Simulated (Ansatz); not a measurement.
**HNO (SMILES N=O): levels of theory compared**

Wanted: a comparison of 6 runs (UHF/STO-3G, PBE0/STO-3G, r2SCAN0/STO-3G, revPBE/STO-3G, CCSDT/STO-3G, CCSD/STO-3G) of HNO. 

The results are computed with Ansatz 0.2.0.

50 further runs of the same task are left out: 1 that didn't finish, 49 set aside as unsound or not needed.

**1. Starting point**

HNO: 3 atoms, total charge 0, spin state singlet. As SMILES, `N=O`. The H3–N1 distance was set to 2.127 Å, away from the relaxed value. At this shape a bond of the SMILES string is far longer than usual.

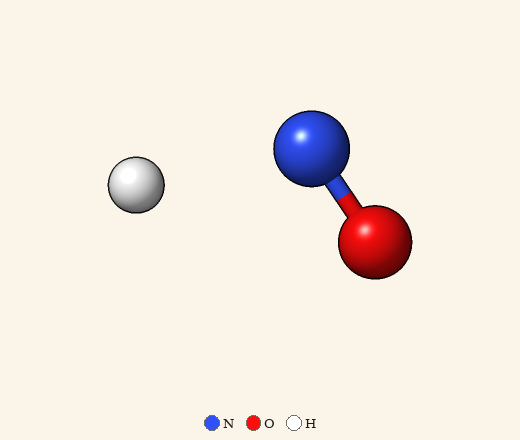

Viewed from a chosen angle; nitrogen blue, oxygen red, hydrogen white.

**2. A single-point energy at UHF/STO-3G (run 1)**

File run.yaml:

```yaml
crystal:
  periodic: [false, false, false]
  atoms:
    - {symbol: N, position_ang: [-0.095803, 1.335542, 0.105026]}
    - {symbol: O, position_ang: [0.943197, 1.419952, 0.678686]}
    - {symbol: H, position_ang: [-0.471600, -0.709980, -0.339350]}
basis:
  gaussian:
    orbitals: STO-3G
accuracy: high
hamiltonian:
  xc: hf
magnetization:
  spin_polarized: true
```

Run with:

```sh
$ ansatz run run.yaml --threads 1 --pin off --max-ram 3480MiB --events-out events.jsonl --progress --plain --runs-dir runs
```

The program printed:

```text
Warning: RAYON_NUM_THREADS=1 ignored (pool sized by the plan → 1); use --threads N
Functional definition: HF
  name "HF"
  exchange = exact_x
  correlation = 0
167 factors; integrals over basis functions are off by at most 3.1e-8 eV
mean field evaluation 1: about -3474.3973 eV, gradient 1.3e1 eV
mean field evaluation 2: about -3474.4330 eV, gradient 1.3e1 eV
mean field evaluation 4: about -3479.0142 eV, gradient 1.4e0 eV
mean field evaluation 8: about -3479.0599 eV, gradient 5.2e-4 eV
mean field evaluation 16: about -3479.8759 eV, gradient 5.1e0 eV
mean field evaluation 32: about -3483.2521 eV, gradient 5.4e-6 eV
mean field evaluation 64: about -3483.2157 eV, gradient 9.3e-1 eV
mean field evaluation 96: about -3476.5079 eV, gradient 3.3e0 eV
mean field evaluation 128: about -3466.3540 eV, gradient 3.0e1 eV
mean field evaluation 160: about -3482.9402 eV, gradient 4.2e-1 eV
mean field -3483.25212639 eV, -128.0071546119 hartree, gradient 9.7e-9 eV, S^2 1.336487; 8 other end points of the search recorded, 0 dependent functions left out
reference -3483.25212639 eV, -128.0071546119 hartree; 8, 8 occupied and 3, 3 virtual orbitals, 167 factors
Total energy: -3483.25212639 eV, -128.0071546119 hartree
```

Wall time 0.16 s (1 thread of AMD EPYC 7R43 (Zen 3), shared host).

**3. The energy at PBE0/STO-3G (run 2)**

File molecule.yaml:

```yaml
crystal:
  periodic: [false, false, false]
  atoms:
    - {symbol: "N", position_ang: [-0.095803, 1.335542, 0.105026]}
    - {symbol: O, position_ang: [0.943197, 1.419952, 0.678686]}
    - {symbol: H, position_ang: [-0.471600, -0.709980, -0.339350]}
basis:
  gaussian: {orbitals: STO-3G}
hamiltonian: {xc: {name: PBE0}}
accuracy: high
```

Run with:

```sh
$ ansatz run molecule.yaml --threads 1 --pin off --max-ram 3480MiB --events-out events.jsonl --progress --plain --runs-dir runs
```

The program printed:

```text
Warning: RAYON_NUM_THREADS=1 ignored (pool sized by the plan → 1); use --threads N
Functional definition: PBE0
  name "PBE0"
  parameter a = 0.25
  parameter kappa = 0.804
  parameter beta = 0.06672455060314922
  exchange = (1 - a)*pbe_x(kappa = kappa, mu = beta*pi^2/3) + a*exact_x
  correlation = pbe_c(beta = beta)
167 factors; integrals over basis functions are off by at most 3.1e-8 eV
mean field evaluation 1: about -3488.6539 eV, gradient 2.3e1 eV
mean field evaluation 2: about -3482.7396 eV, gradient 2.1e1 eV
mean field evaluation 4: about -3490.7987 eV, gradient 2.2e1 eV
mean field evaluation 8: about -3493.2859 eV, gradient 1.7e1 eV
mean field evaluation 16: about -3495.3210 eV, gradient 1.3e-8 eV
mean field -3495.32099073 eV, -128.4506771958 hartree, gradient 2.1e-8 eV, S^2 0.000000; 0 other end points of the search recorded, 0 dependent functions left out
reference -3495.32099159 eV, -128.4506772271 hartree; 8, 8 occupied and 3, 3 virtual orbitals, 167 factors
Total energy: -3495.32099159 eV, -128.4506772271 hartree
```

It took 0.4 s on 1 thread of AMD EPYC 7R43 (Zen 3), shared host.

**4. The energy at r2SCAN0/STO-3G (run 3)**

run.yaml, as its differences from that of step 2:

```diff
@@ -7,8 +7,4 @@
 basis:
-  gaussian:
-    orbitals: STO-3G
+  gaussian: {orbitals: STO-3G}
+hamiltonian: {xc: {name: r2SCAN0}}
 accuracy: high
-hamiltonian:
-  xc: hf
-magnetization:
-  spin_polarized: true
```

Run with:

```sh
$ ansatz run run.yaml --threads 1 --pin off --max-ram 3480MiB --events-out events.jsonl --progress --plain --runs-dir runs
```

The program printed:

```text
Warning: RAYON_NUM_THREADS=1 ignored (pool sized by the plan → 1); use --threads N
Functional definition: r2SCAN0
  name "r2SCAN0"
  parameter a = 0.25
  parameter k0 = 0.174
  parameter k1 = 0.065
  parameter a1 = 4.9479
  exchange = (1 - a)*r2scan_x(k0 = k0, k1 = k1, a1 = a1) + a*exact_x
  correlation = r2scan_c
167 factors; integrals over basis functions are off by at most 3.1e-8 eV
mean field evaluation 1: about -3490.3483 eV, gradient 2.2e1 eV
mean field evaluation 2: about -3484.8524 eV, gradient 1.9e1 eV
mean field evaluation 4: about -3492.9492 eV, gradient 2.1e1 eV
mean field evaluation 8: about -3494.4597 eV, gradient 1.9e1 eV
mean field evaluation 16: about -3496.7593 eV, gradient 3.5e-9 eV
mean field -3496.75926041 eV, -128.5035326315 hartree, gradient 2.5e-8 eV, S^2 0.000000; 0 other end points of the search recorded, 0 dependent functions left out
reference -3496.75926059 eV, -128.5035326381 hartree; 8, 8 occupied and 3, 3 virtual orbitals, 167 factors
Total energy: -3496.75926059 eV, -128.5035326381 hartree
```

It took 0.89 s on 1 thread of AMD EPYC 7R43 (Zen 3), shared host; peak memory 0.12 GiB.

Runs 4 to 5 aren't shown in full; the table further down has their settings and results.

**5. A single-point energy at CCSD/STO-3G (run 6)**

File input.yaml:

```yaml
crystal:
  periodic: [false, false, false]
  atoms:
    - symbol: N
      position_ang: [-0.095803, 1.335542, 0.105026]
    - symbol: O
      position_ang: [0.943197, 1.419952, 0.678686]
    - symbol: H
      position_ang: [-0.471600, -0.709980, -0.339350]
basis:
  gaussian:
    orbitals: STO-3G
correlation:
  method: ccsd
  frozen_orbitals: {H: 0, "N": 1, O: 1}
accuracy: high
scf:
  omitted_lower_state_checks: [cluster_reference, increment]
```

Run with:

```sh
$ ansatz run input.yaml --threads 1 --pin off --max-ram 3480MiB --events-out events.jsonl --progress --plain --runs-dir runs
```

The program printed:

```text
Warning: RAYON_NUM_THREADS=1 ignored (pool sized by the plan → 1); use --threads N
[... 12 lines left out ...]
2 core orbitals not correlated: weight in the atoms' cores, before any rotation towards them, 1.000 or more for the frozen orbitals, at most 0.000 for the correlated occupied ones
[... 30 lines left out ...]
WARN: these amplitudes may be one of several solutions (largest doubles amplitude 0.58, level shift 9.02 eV)
Total energy: -3486.51087347 eV, -128.1269113580 hartree
Checks for a lower state left out: cluster_reference, increment
```

Run time: 0.14 s. Hardware: 1 thread of AMD EPYC 7R43 (Zen 3), shared host.

**6. All runs side by side**

| run | level | frozen core orbitals | energy (Eh) | wall time |
| --- | --- | --- | --- | --- |
| 1 | UHF/STO-3G | – | -128.007155 | 0.16 s |
| 2 | PBE0/STO-3G | – | -128.450677 | 0.4 s |
| 3 | r2SCAN0/STO-3G | – | -128.503533 | 0.89 s |
| 4 | revPBE/STO-3G | – | -128.594106 | 0.4 s |
| 5 | CCSDT/STO-3G | 2 | -128.145682 | 0.37 s |
| 6 | CCSD/STO-3G | 2 | -128.126911 | 0.14 s |

**7. Results**

| quantity | value |
| --- | --- |
| run 6: total energy | -128.12691 Eh |
| run 6: correlation energy (2 core orbitals frozen) | -274.2 mEh |
| run 6: T1 diagnostic | 0.018 |

**Reading.** Below the UHF energy at the same shape and in the same basis (STO-3G): CCSDT -138.5 mEh; CCSD -119.8 mEh. Some of these start from another determinant than that one, so these aren't their correlation energies. Totals of different functionals can't be ranked against each other. In runs 5, 6 the log says that unrestricted orbitals would lower the reference, so the values rest on an unstable closed-shell determinant (other closed-shell runs at this shape may share the fault). In runs 1, 2, 3, 4, 5, 6 the basis is minimal, so the values are rough. In runs 2, 3, 4, 6 a closed-shell determinant meets a far-stretched bond, which it describes badly. Spin contamination of the reference: run 1 ⟨S²⟩ = 1.34. Where it is this large, the reference is a mixture of spin states, and values that rest on it are in doubt. All runs together took 2.4 s, the longest 0.89 s.
